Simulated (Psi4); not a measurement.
# doublet BF− at 3 levels

Wanted: a comparison of 3 runs (U-r2SCAN/def2-TZVPPD, UPBE0/def2-TZVPPD, UCCSD(T)/def2-TZVPPD) of doublet BF−. 

The calculation is run with Psi4 1.11.

## (1) The structure to begin with

BF−: 2 atoms, total charge -1, spin state doublet. SMILES of the parent species: `[B]F`. The coordinates come from a PBE0-D4/def2-TZVP relaxation. That shape belongs to the parent species and isn't relaxed for this state.

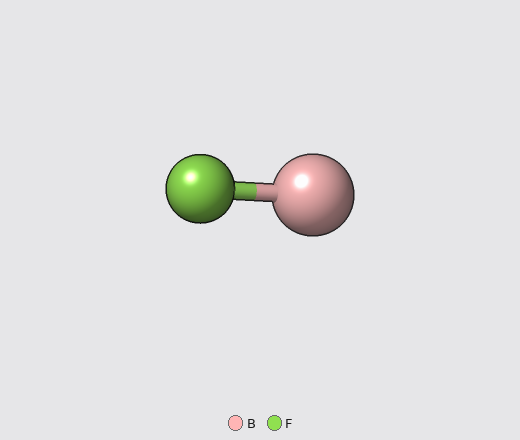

The structure, seen from a chosen angle (boron pink, fluorine green).

## (2) The energy at U-r2SCAN/def2-TZVPPD (run 1)

job.dat

```
memory 2200 MB

molecule molecule1 {
  -1 2
  B
  F 1 r2

  r2 = 1.26309
  symmetry c1
}

set reference uks
set puream true
set e_convergence 1e-09
set d_convergence 1e-08
set scf_type pk
set dft_radial_points 99
set dft_spherical_points 590
set maxiter 100

energy_value, wavefunction = energy("r2scan/def2-TZVPPD", return_wfn=True)
oeprop(wavefunction, "LOWDIN_CHARGES", "DIPOLE", "WIBERG_LOWDIN_INDICES")
```

On the command line:

```sh
psi4 job.dat job.out -n 1
```

job.out:

```text
[...]
  Running in c1 symmetry.
[...]
  Nuclear repulsion =   18.852951476260600
[...]
  Multiplicity = 2
[...]
  Nalpha       = 8
  Nbeta        = 7
[...]
    Number of basis functions: 77
[...]
   @UKS iter   1:  -124.46387194264217   -2.26789e-01   6.57049e-03 ADIIS/DIIS
[...]
   @UKS iter  27:  -124.61550926513684   -2.23395e-11   3.71449e-09 DIIS
[...]
   @S^2 Observed:                7.590037396E-01
[...]
    Orbital Energies [Eh]
    ---------------------
    Alpha Occupied:
       1A    -24.304711     2A     -6.441694     3A     -0.996458
       4A     -0.323180     5A     -0.235945     6A     -0.234566
       7A     -0.012056     8A      0.137623
    Alpha Virtual:
       9A      0.166256    10A      0.166767    11A      0.204469
      12A      0.256797    13A      0.264868    14A      0.275431
      15A      0.278035    16A      0.289690    17A      0.305529
      18A      0.330314    19A      0.366253    20A      0.407898
      21A      0.410822    22A      0.425381    23A      0.494214
      24A      0.589971    25A      0.688179    26A      0.689333
[...]
  @UKS Final Energy:  -124.61550926513684
   => Energetics <=
    Nuclear Repulsion Energy =             18.8529514762605999
    One-Electron Energy =                -212.5815820490561237
    Two-Electron Energy =                  83.7077297444054409
    DFT Exchange-Correlation Energy =     -14.5946084367467677
    Empirical Dispersion Energy =           0.0000000000000000
    VV10 Nonlocal Energy =                  0.0000000000000000
    Total Energy =                       -124.6155092651368363
[...]
 Multipole Moments:
 ------------------------------------------------------------------------------------
     Multipole            Electronic (a.u.)      Nuclear  (a.u.)        Total (a.u.)
 ------------------------------------------------------------------------------------
 L = 1.  Multiply by 2.5417464519 to convert [e a0] to [Debye]
 Dipole X            :          0.0000001            0.0000000            0.0000001
 Dipole Y            :         -0.0000001            0.0000000           -0.0000001
 Dipole Z            :          1.8792660            0.3254674            2.2047335
 Magnitude           :                                                    2.2047335
[...]
```

It took 48 s on 1 thread of Intel Xeon at 2.50GHz (Skylake/Cascade Lake), shared host; peak memory 0.88 GiB.

## (3) A single-point energy at UPBE0/def2-TZVPPD (run 2)

input.dat

```
memory 2200 MB

molecule {
  -1 2
  B      0.00000000     0.00000000    -0.01766894
  F      0.00000000     0.00000000     2.36922523
  units au
  symmetry c1
  no_reorient
  no_com
}

set globals {
  basis                def2-TZVPPD
  reference            uks
  puream               true
  e_convergence        1e-09
  d_convergence        1e-08
  scf_type             pk
  dft_radial_points    99
  dft_spherical_points 590
  maxiter              100
}

e, wfn = energy('pbe0', return_wfn=True)
oeprop(wfn, 'DIPOLE', 'LOWDIN_CHARGES', 'MAYER_INDICES')
```

On the command line:

```sh
psi4 -n 1 input.dat output.dat
```

output.dat:

```text
[...]
  Running in c1 symmetry.
[...]
  Nuclear repulsion =   18.852951490513714
[...]
  Multiplicity = 2
[...]
  Nalpha       = 8
  Nbeta        = 7
[...]
    Number of basis functions: 77
[...]
   @UKS iter   1:  -124.40893260394110   -3.01611e-01   6.06785e-03 DIIS/ADIIS
[...]
   @UKS iter  12:  -124.54185077411603   -2.10321e-12   2.47945e-09 DIIS
[...]
   @S^2 Observed:                7.555476491E-01
[...]
    Orbital Energies [Eh]
    ---------------------
    Alpha Occupied:
       1A    -24.585809     2A     -6.598105     3A     -1.068431
       4A     -0.382933     5A     -0.297101     6A     -0.290431
       7A     -0.045485     8A      0.113389
    Alpha Virtual:
       9A      0.158667    10A      0.188645    11A      0.197830
      12A      0.256439    13A      0.261778    14A      0.279048
      15A      0.283740    16A      0.287774    17A      0.316279
      18A      0.330229    19A      0.355006    20A      0.399723
      21A      0.414944    22A      0.428019    23A      0.481622
      24A      0.605287    25A      0.686138    26A      0.687917
[...]
  @UKS Final Energy:  -124.54185077411603
   => Energetics <=
    Nuclear Repulsion Energy =             18.8529514905137141
    One-Electron Energy =                -212.5915949999393888
    Two-Electron Energy =                  80.1978897588678592
    DFT Exchange-Correlation Energy =     -11.0010970235581951
    Empirical Dispersion Energy =           0.0000000000000000
    VV10 Nonlocal Energy =                  0.0000000000000000
    Total Energy =                       -124.5418507741160283
[...]
 Multipole Moments:
 ------------------------------------------------------------------------------------
     Multipole            Electronic (a.u.)      Nuclear  (a.u.)        Total (a.u.)
 ------------------------------------------------------------------------------------
 L = 1.  Multiply by 2.5417464519 to convert [e a0] to [Debye]
 Dipole X            :         -0.0000000            0.0000000           -0.0000000
 Dipole Y            :         -0.0000000            0.0000000           -0.0000000
 Dipole Z            :        -20.5653364           21.2346824            0.6693460
 Magnitude           :                                                    0.6693460
[...]
```

Run time: 16 s. Hardware: 1 thread of Intel Xeon at 2.50GHz (Skylake/Cascade Lake), shared host; peak memory 0.52 GiB.

## (4) The energy at UCCSD(T)/def2-TZVPPD (run 3)

bf_ase.py

```python
import numpy as np
from ase.calculators.psi4 import Psi4
from ase import Atoms

mol = Atoms(['B', 'F'], positions=[
    [0.000000, 0.000000, -0.009350],
    [0.000000, 0.000000, 1.253740],
])
calc = Psi4(atoms=mol, method='ccsd(t)', basis='def2-TZVPPD', memory='2200MB', num_threads=1, charge=-1, multiplicity=2, label='psi4-calc', reference='uhf')
calc.psi4.set_options({'puream': True, 'e_convergence': 1e-09, 'd_convergence': 1e-08, 'scf_type': 'pk', 'num_frozen_docc': 2, 'maxiter': 100})
mol.calc = calc

print(f'energy: {mol.get_potential_energy():.6f} eV')
```

On the command line:

```sh
python bf_ase.py
```

psi4-calc.dat:

```text
[...]
  Running in c1 symmetry.
[...]
  Nuclear repulsion =   18.852951476260600
[...]
  Multiplicity = 2
[...]
  Nalpha       = 8
  Nbeta        = 7
[...]
    Number of basis functions: 77
[...]
   @UHF iter   1:  -124.05198822160655   -6.50177e-01   3.97570e-03 ADIIS/DIIS
[...]
   @UHF iter  14:  -124.10018991622590   -2.10321e-12   4.44630e-09 DIIS
[...]
   @S^2 Observed:                7.671145468E-01
[...]
    Orbital Energies [Eh]
    ---------------------
    Alpha Occupied:
       1A    -26.105298     2A     -7.415041     3A     -1.438996
       4A     -0.596165     5A     -0.514756     6A     -0.485060
       7A     -0.157428     8A      0.037748
    Alpha Virtual:
       9A      0.202210    10A      0.245494    11A      0.276938
      12A      0.315512    13A      0.333423    14A      0.350305
      15A      0.352669    16A      0.354373    17A      0.396783
      18A      0.414030    19A      0.419543    20A      0.494084
      21A      0.521117    22A      0.558225    23A      0.574374
      24A      0.761752    25A      0.821430    26A      0.821738
[...]
  @UHF Final Energy:  -124.10018991622590
   => Energetics <=
    Nuclear Repulsion Energy =             18.8529514762605999
    One-Electron Energy =                -212.6469668857274655
    Two-Electron Energy =                  69.6938254932409507
    Total Energy =                       -124.1001899162259008
  UHF NO Occupations:
  HONO-2 :    6  A 1.9996872
  HONO-1 :    7  A 1.9917709
[...]
 Multipole Moments:
 ------------------------------------------------------------------------------------
     Multipole            Electronic (a.u.)      Nuclear  (a.u.)        Total (a.u.)
 ------------------------------------------------------------------------------------
 L = 1.  Multiply by 2.5417464519 to convert [e a0] to [Debye]
 Dipole X            :         -0.0000000            0.0000000           -0.0000000
 Dipole Y            :         -0.0000000            0.0000000           -0.0000000
 Dipole Z            :          1.8285895            0.3254674            2.1540570
 Magnitude           :                                                    2.1540570
[...]
      * MP2 total energy                      = -124.431906544534911
[...]
      * CCSD total energy                     = -124.445417212902981
[...]
      * CCSD(T) total energy                     = -124.457125537397687
```

Standard output:

```text
energy: -3386.650886 eV
```

It took 2.5 min on 1 thread of Intel Xeon at 2.50GHz (Skylake/Cascade Lake), shared host; peak memory 0.59 GiB.

## (5) The series

| run | level | properties | frozen core orbitals | energy (Eh) | HOMO energy (eV) | LUMO energy (eV) | ⟨S²⟩ | wall time |
| --- | --- | --- | --- | --- | --- | --- | --- | --- |
| 1 | U-r2SCAN/def2-TZVPPD | (lowdin, dipole, wiberg) | 0 | -124.615509 | 3.74 | 4.52 | 0.759 | 48 s |
| 2 | UPBE0/def2-TZVPPD | (dipole, lowdin, mayer) | 0 | -124.541851 | 3.09 | 4.32 | 0.756 | 16 s |
| 3 | UCCSD(T)/def2-TZVPPD | – | 2 | -124.457126 | 1.03 | 5.50 | 0.767 | 2.5 min |

## (6) Summary of results

```
                                                         quantity          value
                                              run 3: total energy  -124.45713 Eh
run 3: HOMO energy (Hartree–Fock orbitals) (highest over α and β)        1.03 eV
 run 3: LUMO energy (Hartree–Fock orbitals) (lowest over α and β)        5.50 eV
               run 3: correlation energy (2 core orbitals frozen)     -356.9 mEh
                                            run 3: (T) correction     -11.71 mEh
                         run 3: ⟨S²⟩ of the reference determinant          0.767
                                             run 3: T1 diagnostic          0.025
```

Totals of different functionals can't be ranked against each other. In runs 1, 2, 3 the HOMO lies above zero, so the outermost electron may be held by the basis alone. All runs together took 3.5 min, the longest 2.5 min.
